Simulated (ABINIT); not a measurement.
## Beyond one shot: MgO (Fm-3m)

Aim: iterate the self-energy on MgO (Fm-3m) and follow the gap from cycle to cycle.

Method: PBE and many-body steps on it, plane waves, in ABINIT 10.8.3.

**The experiments to reproduce.**

- Gap 7.83 eV: literature experimental gap; bulk crystal (quoted in “Electronic structure of alkaline earth and post-transition metal oxides”, 2009, arxiv:0908.1581).

**1. The starting structure**

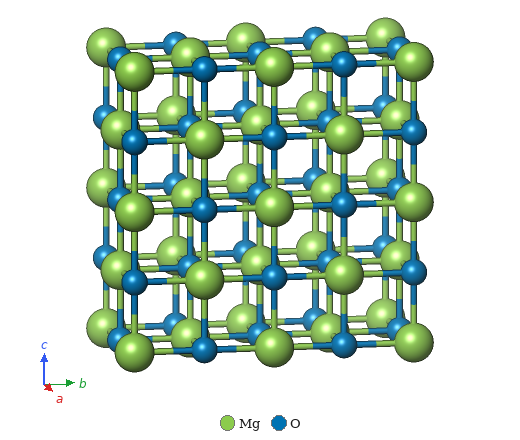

The cell as given, slightly off an axis (magnesium green, oxygen blue). 1×2×2 cells are drawn. This picture shows the conventional cell, with its axes. Some periodic images of atoms are drawn too.

The cell and positions are those that the Materials Project relaxed with its own functionals (PBE, PBE+U or r2SCAN), kept fixed.

**2. Empty states on the mesh, 4×4×4 mesh, 34 bands**

This step: ABINIT 10.8.3; DFT, PBE, plane waves, norm-conserving pseudopotentials.

The sums over transitions need many empty states on a uniform mesh; this step solves for them.

The input, run.abi:

```
acell 3*1.0 Angstrom
rprim 
  -0.000000000000 2.097001392700 2.097001392700
  2.097001392700 0.000000000000 2.097001392700
  2.097001392700 2.097001392700 0.000000000000
ntypat 2
znucl 12 8
natom 2
typat 1 2
xred 
  0.000000000000 0.000000000000 0.000000000000
  0.500000000000 0.500000000000 0.500000000000
pp_dirpath "pseudos"
pseudos "Mg.upf, O.upf"
ecut 38
ngkpt 4 4 4
nshiftk 1
shiftk 0 0 0
kptopt 1
chksymbreak 0
iscf -2
irdden 1
istwfk *1
nband 34
nbdbuf 4
tolwfr 1e-09
nstep 60
prtvol 0
indata_prefix "in"
outdata_prefix "out"
tmpdata_prefix "tmp"
```

Launch:

```sh
OMP_NUM_THREADS=1 mpirun -n 4 abinit run.abi > log
```

Numbers of over 12 decimals in the logs are rounded to 6 here.

Output:

```text
.Version 10.8.3 of ABINIT. v10.8.2 released Aug 2026.

 Symmetries : space group Fm -3 m (#225); Bravais cF (face-center cubic)
[... echo of the input left out ...]
== DATASET  1 ==================================================================
-   mpi_nproc: 4, omp_nthreads: 1 (-1 if OMP is not activated)

--- !DatasetInfo
iteration_state: {dtset: 1, }
dimensions: {natom: 2, nkpt: 8, mband: 34, nsppol: 1, nspinor: 1, nspden: 1, mpw: 1411, }
cutoff_energies: {ecut:  38.0, pawecutdg:  -1.0, }
[...]
1.08114    1.08114    1.59906    1.59906    1.59906    1.62719    2.05588    2.05588
   2.05588    2.25286    2.25286    2.28687    2.28687    2.28687    2.43490    2.62740
   2.62740    2.87076
 prteigrs : prtvol=0 or 1, do not print more k-points.

== END DATASET(S) ==============================================================
================================================================================

 -outvars: echo values of variables after computation  --------
            nband          34
             nkpt           8
          spgroup         225
 [... the other variables as echoed above ...]

 Calculation completed.
```

It took 2.6 s on 4 MPI ranks of Intel Xeon Platinum 8488C (Sapphire Rapids), shared host; peak memory 0.07 GiB.

This step gave:

```
gap                                                           : 4.895 eV
k of the valence top                                          : 0, 0, 0
k of the conduction bottom                                    : 0, 0, 0
least direct gap                                              : 4.895 eV
k points computed                                             : 8
lowest point of the top converged band, above the valence top : 54.3226 eV
```

On this mesh the gap is 4.895 eV.

The density comes from a self-consistent run that is not shown.

**3. Screening, 4×4×4 mesh, 30 bands, screening to 130.6 eV**

The RPA dielectric matrix is built and inverted for each q.

This step: RPA screening on PBE, plane waves, norm-conserving pseudopotentials.

Edit run.abi of step 2 so:

```diff
@@ -20,10 +20,11 @@
 chksymbreak 0
-iscf -2
-irdden 1
 istwfk *1
-nband 34
-nbdbuf 4
-tolwfr 1e-09
-nstep 60
-prtvol 0
+occopt 1
+irdwfk 1
+optdriver 3
+nband 30
+ecuteps 4.8
+inclvkb 2
+awtr 1
+symchi 1
 indata_prefix "in"
```

Output:

```text
.Version 10.8.3 of ABINIT. v10.8.2 released Aug 2026.

 Symmetries : space group Fm -3 m (#225); Bravais cF (face-center cubic)
[... echo of the input left out ...]
== DATASET  1 ==================================================================
-   mpi_nproc: 4, omp_nthreads: 1 (-1 if OMP is not activated)

--- !DatasetInfo
iteration_state: {dtset: 1, }
dimensions: {natom: 2, nkpt: 8, mband: 30, nsppol: 1, nspinor: 1, nspden: 1, mpw: 1411, }
cutoff_energies: {ecut:  38.0, pawecutdg:  -1.0, }
electrons: {nelect:   1.60000000E+01, charge:   0.00000000E+00, occopt:   1.00000000E+00, tsmear:   1.00000000E-02, }

 SCREENING: Calculation of the susceptibility and dielectric matrices

 Based on a program developped by R.W. Godby, V. Olevano, G. Onida, and L. Reining.
 Incorporated in ABINIT by V. Olevano, G.-M. Rignanese, and M. Torrent.
.Using double precision arithmetic ; gwpc =  8

[... cell and pseudopotentials left out ...]
--------------------------------------------------------------------------------

 ==== K-mesh for the wavefunctions ====
 Number of points in the irreducible wedge :     8
[... list of points left out ...]
 Together with 48 symmetry operations and time-reversal symmetry
 yields    64 points in the full Brillouin Zone.

 ==== Q-mesh for the screening function ====
 Number of points in the irreducible wedge :     8
[... list of points left out ...]
 Together with 48 symmetry operations and time-reversal symmetry
 yields    64 points in the full Brillouin Zone.

 setmesh: FFT mesh size selected  =    24x   24x   24
          total number of points  =        13824

 vcoul_init : cutoff-mode = AUXILIARY_FUNCTION
 q-points for optical limit:   1
     1)      0.000010    0.000020    0.000030

- screening: taking advantage of time-reversal symmetry
- Maximum band index for partially occupied states nbvw = 8
- Remaining bands to be divided among processors   nbcw = 22
- Number of bands treated by each node ~5

 Number of electrons calculated from density =   16.0000; Expected =   16.0000
 average of density, n =  0.128557
 r_s =    1.2291
 omega_plasma =   34.5863 [eV]

 calculating chi0 at frequencies [eV] :
  1    0.000000E+00    0.000000E+00
  2    0.000000E+00    3.458631E+01

--------------------------------------------------------------------------------
  q-point number  1        q = ( 0.000000, 0.000000, 0.000000) [r.l.u.]
--------------------------------------------------------------------------------
[... chi0 elements left out ...]
 For q-point:  0.000010 0.000020 0.000030
  dielectric constant =   3.1594
  dielectric constant without local fields =   3.3600

  Average fulfillment of the sum rule on Im[epsilon] for q-point    1 :     32.27  [%]
[... wings left out ...]
  q-point number  2        q = ( 0.250000, 0.000000, 0.000000) [r.l.u.]
--------------------------------------------------------------------------------
[... chi0 elements left out ...]
  Average fulfillment of the sum rule on Im[epsilon] for q-point    2 :     50.74  [%]

 [... 6 further q-points ...]
```

It took 3.6 s on 4 MPI ranks; peak memory 0.4 GiB.

This step gave:

```yaml
eps_infinity_with_local_fields_on_this_mesh_along_the_program_s_q_direction: 3.159
the_same_without_local_fields: 3.36
plasma_frequency: 34.59 eV
plane_waves_in_the_screening_matrix: 59
```

Local fields lower ε∞ by 6 %. On a Γ-centred mesh this coarse the value itself is usually too large, while a short band sum pulls it down.

**4. G0W0**

The self-energy is evaluated for the states that the input lists, and the levels follow from it, in one-shot runs by the linearised quasiparticle equation.

This step: G0W0 on PBE, plane waves, norm-conserving pseudopotentials.

Edit run.abi of step 3 so:

```diff
@@ -23,8 +23,15 @@
 irdwfk 1
-optdriver 3
+optdriver 4
 nband 30
+gwcalctyp 0
+ecutsigx 38
+symsigma 1
+nkptgw 1
+kptgw 
+  0.0000000000 0.0000000000 0.0000000000
+bdgw 
+  6 12
 ecuteps 4.8
-inclvkb 2
-awtr 1
-symchi 1
+irdscr 1
+ppmodel 1
 indata_prefix "in"
```

Output:

```text
.Version 10.8.3 of ABINIT. v10.8.2 released Aug 2026.

 Symmetries : space group Fm -3 m (#225); Bravais cF (face-center cubic)
[... echo of the input left out ...]
== DATASET  1 ==================================================================
-   mpi_nproc: 4, omp_nthreads: 1 (-1 if OMP is not activated)

--- !DatasetInfo
iteration_state: {dtset: 1, }
dimensions: {natom: 2, nkpt: 8, mband: 30, nsppol: 1, nspinor: 1, nspden: 1, mpw: 1411, }
cutoff_energies: {ecut:  38.0, pawecutdg:  -1.0, }
electrons: {nelect:   1.60000000E+01, charge:   0.00000000E+00, occopt:   1.00000000E+00, tsmear:   1.00000000E-02, }

 SIGMA: Calculation of the GW corrections

 Based on a program developped by R.W. Godby, V. Olevano, G. Onida, and L. Reining.
 Incorporated in ABINIT by V. Olevano, G.-M. Rignanese, and M. Torrent.
.Using double precision arithmetic ; gwpc =  8

[... cell and pseudopotentials left out ...]
--------------------------------------------------------------------------------

 ==== K-mesh for the wavefunctions ====
 Number of points in the irreducible wedge :     8
[... list of points left out ...]
 Together with 48 symmetry operations and time-reversal symmetry
 yields    64 points in the full Brillouin Zone.

 ==== Q-mesh for screening function ====
 Number of points in the irreducible wedge :     8
[... list of points left out ...]
 Together with 48 symmetry operations and time-reversal symmetry
 yields    64 points in the full Brillouin Zone.

 vcoul_init : cutoff-mode = AUXILIARY_FUNCTION
 q-points for optical limit:   1
     1)      0.000010    0.000020    0.000030
 setmesh: FFT mesh size selected  =    32x   32x   32
          total number of points  =        32768

 Number of electrons calculated from density =   16.0000; Expected =   16.0000
 average of density, n =  0.128557
 r_s =    1.2291
 omega_plasma =   34.5863 [eV]

 === KS Band Gaps ===
  >>>> For spin  1
   Minimum direct gap =   4.8948 [eV], located at k-point      :   0.0000  0.0000  0.0000
   Fundamental gap    =   4.8948 [eV], Top of valence bands at :   0.0000  0.0000  0.0000
                                       Bottom of conduction at :   0.0000  0.0000  0.0000
 SIGMA fundamental parameters:
 PLASMON POLE MODEL  1
 number of plane-waves for SigmaX                 1411
 number of plane-waves for SigmaC and W             59
 number of plane-waves for wavefunctions          1411
 number of bands                                    30
 number of independent spin polarizations            1
 number of spinorial components                      1
 number of k-points in IBZ                           8
 number of q-points in IBZ                           8
 number of symmetry operations                      48
 number of k-points in BZ                           64
 number of q-points in BZ                           64
 number of frequencies for dSigma/dE                 9
 frequency step for dSigma/dE [eV]                0.25
 number of omega for Sigma on real axis              0
 max omega for Sigma on real axis  [eV]           0.00
 zcut for avoiding poles [eV]                     0.10

 EPSILON^-1 parameters (SCR file):
 dimension of the eps^-1 matrix on file             59
 dimension of the eps^-1 matrix used                59
 number of plane-waves for wavefunctions          1411
 number of bands                                    30
 number of q-points in IBZ                           8
 number of frequencies                               2
 number of real frequencies                          1
 number of imag frequencies                          1

 matrix elements of self-energy operator (all in [eV])

 Perturbative Calculation

--- !SelfEnergy_ee
iteration_state: {dtset: 1, }
kpoint     : [   0.000,    0.000,    0.000, ]
spin       : 1
KS_gap     :    4.895
QP_gap     :    7.002
Delta_QP_KS:    2.108
data: !SigmaeeData |
     Band     E0 <VxcDFT>   SigX SigC(E0)      Z dSigC/dE  Sig(E)    E-E0       E
        6   4.841 -20.158 -25.612   4.432   0.811  -0.233 -20.987  -0.829   4.012
        7   4.841 -20.158 -25.612   4.432   0.811  -0.233 -20.987  -0.829   4.012
        8   4.841 -20.158 -25.612   4.432   0.811  -0.233 -20.987  -0.829   4.012
        9   9.736 -13.556  -8.781  -3.284   0.857  -0.167 -12.278   1.278  11.014
       10  20.877  -9.636  -3.703  -4.159   0.869  -0.151  -8.094   1.542  22.419
       11  20.877  -9.636  -3.703  -4.159   0.869  -0.151  -8.094   1.542  22.419
       12  20.877  -9.636  -3.703  -4.159   0.869  -0.151  -8.094   1.542  22.419

== END DATASET(S) ==============================================================
================================================================================

 -outvars: echo values of variables after computation  --------
           etotal      0.0000000000E+00
            nband          30
             nkpt           8
          spgroup         225
 [... the other variables as echoed above ...]

 Calculation completed.
```

Wall time 2 s (4 MPI ranks); peak memory 0.11 GiB; 7.1 s of CPU time.

This step gave:

- G0W0 gap on the points computed: 7.002 eV
- starting gap on the mesh: 4.895 eV
- k of the valence top: 0, 0, 0
- k of the conduction bottom: 0, 0, 0
- Z at the valence top: 0.811
- Z at the conduction bottom: 0.857
- least direct G0W0 gap on the computed points: 7.002 eV

The gap on the mesh goes from 4.89 eV to 7.00 eV, a correction of +2.11 eV.

**5. evGW0, cycle 1**

This step: evGW0 on PBE, plane waves, norm-conserving pseudopotentials.

Edit run.abi of step 4 so:

```diff
@@ -25,10 +25,24 @@
 nband 30
-gwcalctyp 0
+gwcalctyp 10
 ecutsigx 38
 symsigma 1
-nkptgw 1
+nkptgw 8
 kptgw 
   0.0000000000 0.0000000000 0.0000000000
+  0.2500000000 0.0000000000 0.0000000000
+  0.5000000000 0.0000000000 0.0000000000
+  0.2500000000 0.2500000000 0.0000000000
+  0.5000000000 0.2500000000 0.0000000000
+  -0.2500000000 0.2500000000 0.0000000000
+  0.5000000000 0.5000000000 0.0000000000
+  -0.2500000000 0.5000000000 0.2500000000
 bdgw 
-  6 12
+  1 18
+  1 18
+  1 18
+  1 18
+  1 18
+  1 18
+  1 18
+  1 18
 ecuteps 4.8
```

Output:

```text
.Version 10.8.3 of ABINIT. v10.8.2 released Aug 2026.

 Symmetries : space group Fm -3 m (#225); Bravais cF (face-center cubic)
[... echo of the input left out ...]
== DATASET  1 ==================================================================
-   mpi_nproc: 4, omp_nthreads: 1 (-1 if OMP is not activated)

--- !DatasetInfo
iteration_state: {dtset: 1, }
dimensions: {natom: 2, nkpt: 8, mband: 30, nsppol: 1, nspinor: 1, nspden: 1, mpw: 1411, }
cutoff_energies: {ecut:  38.0, pawecutdg:  -1.0, }
electrons: {nelect:   1.60000000E+01, charge:   0.00000000E+00, occopt:   1.00000000E+00, tsmear:   1.00000000E-02, }

 SIGMA: Calculation of the GW corrections

 Based on a program developped by R.W. Godby, V. Olevano, G. Onida, and L. Reining.
 Incorporated in ABINIT by V. Olevano, G.-M. Rignanese, and M. Torrent.
.Using double precision arithmetic ; gwpc =  8

[... cell and pseudopotentials left out ...]
--------------------------------------------------------------------------------

 ==== K-mesh for the wavefunctions ====
 Number of points in the irreducible wedge :     8
[... list of points left out ...]
 Together with 48 symmetry operations and time-reversal symmetry
 yields    64 points in the full Brillouin Zone.

 ==== Q-mesh for screening function ====
 Number of points in the irreducible wedge :     8
[... list of points left out ...]
 Together with 48 symmetry operations and time-reversal symmetry
 yields    64 points in the full Brillouin Zone.

 vcoul_init : cutoff-mode = AUXILIARY_FUNCTION
 q-points for optical limit:   1
     1)      0.000010    0.000020    0.000030
 setmesh: FFT mesh size selected  =    32x   32x   32
          total number of points  =        32768

 Number of electrons calculated from density =   16.0000; Expected =   16.0000
[...]
QP_gap     :   12.853
Delta_QP_KS:    2.257
data: !SigmaeeData |
     Band     E_DFT   <VxcDFT>   E(N-1)  <Hhartree>   SigX  SigC[E(N-1)]    Z     dSigC/dE  Sig[E(N)]  DeltaE  E(N)_pert E(N)_diago
[...]
--- !SelfEnergy_ee
iteration_state: {dtset: 1, }
kpoint     : [  -0.250,    0.500,    0.250, ]
spin       : 1
KS_gap     :   13.551
QP_gap     :   16.752
Delta_QP_KS:    3.201
data: !SigmaeeData |
     Band     E_DFT   <VxcDFT>   E(N-1)  <Hhartree>   SigX  SigC[E(N-1)]    Z     dSigC/dE  Sig[E(N)]  DeltaE  E(N)_pert E(N)_diago
[...]
17    37.224    -9.818    37.224    47.043    -2.489    -5.585     0.745    -0.342    -8.518     1.300    38.525    38.969
       18    39.575   -11.397    39.575    50.973    -3.947    -5.249     0.570    -0.755   -10.143     1.254    40.830    41.777

 New Fermi energy :        2.764626E-01 Ha ,    7.522930E+00 eV
 New Exchange energy :    -1.097775E+01 Ha ,   -2.987197E+02 eV

 === QP Band Gaps ===
  >>>> For spin  1
   Minimum direct gap =   7.4088 [eV], located at k-point      :   0.0000  0.0000  0.0000
   Fundamental gap    =   7.4088 [eV], Top of valence bands at :   0.0000  0.0000  0.0000
                                       Bottom of conduction at :   0.0000  0.0000  0.0000

 writing QP data on file : out_QPS

 Convergence of QP corrections
 >>>>> For spin  1 <<<<<
.  kptgw no:  1; Maximum DeltaE = (  -6.538   0.087) for band index:  3
.  kptgw no:  2; Maximum DeltaE = (  -6.797   0.052) for band index:  3
.  kptgw no:  3; Maximum DeltaE = (  -7.098   0.201) for band index:  2
[...]
.  kptgw no:  7; Maximum DeltaE = (  -6.691   0.099) for band index:  4
.  kptgw no:  8; Maximum DeltaE = (  -7.033   0.161) for band index:  3

== END DATASET(S) ==============================================================
================================================================================

 -outvars: echo values of variables after computation  --------
           etotal      0.0000000000E+00
            nband          30
             nkpt           8
          spgroup         225
 [... the other variables as echoed above ...]

 Calculation completed.
```

Elapsed: 11 s, on 4 MPI ranks; peak memory 0.7 GiB.

Numbers from this step:

```yaml
quasiparticle_gap_on_the_mesh: 7.408 eV
gap_of_the_density_functional_on_the_mesh: 4.895 eV
k_of_the_valence_top: 0, 0, 0
k_of_the_conduction_bottom: 0, 0, 0
z_at_the_valence_top: 0.811
z_at_the_conduction_bottom: 0.857
least_direct_quasiparticle_gap_on_the_computed_points: 7.408 eV
```

Against G0W0 in ABINIT (4×4×4 mesh, 30 bands, screening to 130.6 eV, Godby-Needs plasmon pole), the gap moves by +0.406 eV. This first cycle still uses the starting levels; it takes the full correction, at all points of the mesh, and its linearised value is 7.002 eV.

**6. evGW0, cycle 2**

The corrected levels of the last cycle go back in.

Edit run.abi of step 5 so:

```diff
@@ -50,2 +50,3 @@
 ppmodel 1
+irdqps 1
 indata_prefix "in"
```

Output:

```text
.Version 10.8.3 of ABINIT. v10.8.2 released Aug 2026.

 Symmetries : space group Fm -3 m (#225); Bravais cF (face-center cubic)
[... echo of the input left out ...]
== DATASET  1 ==================================================================
-   mpi_nproc: 4, omp_nthreads: 1 (-1 if OMP is not activated)

--- !DatasetInfo
iteration_state: {dtset: 1, }
dimensions: {natom: 2, nkpt: 8, mband: 30, nsppol: 1, nspinor: 1, nspden: 1, mpw: 1411, }
cutoff_energies: {ecut:  38.0, pawecutdg:  -1.0, }
[...]
.  kptgw no:  3; Maximum DeltaE = (   2.995   2.616) for band index:  1
[...]
.  kptgw no:  7; Maximum DeltaE = (  -7.125   3.716) for band index:  1
.  kptgw no:  8; Maximum DeltaE = (  -2.024  -0.063) for band index:  1

== END DATASET(S) ==============================================================
================================================================================

 -outvars: echo values of variables after computation  --------
           etotal      0.0000000000E+00
            nband          30
             nkpt           8
          spgroup         225
 [... the other variables as echoed above ...]

 Calculation completed.
```

It took 11 s on 4 MPI ranks; peak memory 0.7 GiB.

This step gave:

* quasiparticle gap on the mesh: 7.348 eV
* gap of the density functional on the mesh: 4.895 eV
* k of the valence top: 0, 0, 0
* k of the conduction bottom: 0, 0, 0
* least direct quasiparticle gap on the computed points: 7.348 eV

Against the cycle before, the gap moves by −0.060 eV.

[end of part 1 of 3]

[Paths, hosts, dates, memory and timing lines, banners, echoed tables and standing remarks are left out of the program output.]

[Logs are printed without paths, hosts, clocks, repeated set-up lines and the standing remarks that a program may print on its own settings, such as how far it seeks lower states.]

[Runs of the session that timed out or met a known fault of the program may be left out.]

[Hosts, paths, dates, database ids (printed as entryN), source tags and the programs' standing remarks are cut or masked in the printed files.]

[G0W0 gaps are taken among the corrected bands and points alone; a level outside them can change the order at an edge.]

[Where Ansatz stands beside ABINIT at settings called matched, ABINIT's density can come from a denser mesh and the files from another edition; pairs whose starting gaps differed by over 0.03 eV were left out, so agreement reads better than it is.]
